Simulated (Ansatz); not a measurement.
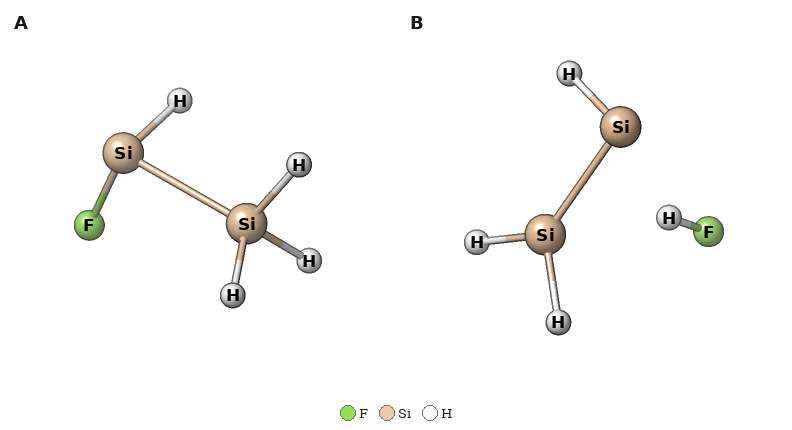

2 stationary structures of one formula. State: charge −1, singlet. Geometries: PBE-D4/def2-SVPD. Electronic energies: PBE-D4/def2-SVPD (Ansatz 0.2.0), without zero-point energy. No frequency run is at hand to confirm each as a minimum. Each is one conformer, not always the lowest.

Rank them by energy, lowest first.

Answer. A is lowest (C1); B lies 144.1 kJ/mol above it (C1).
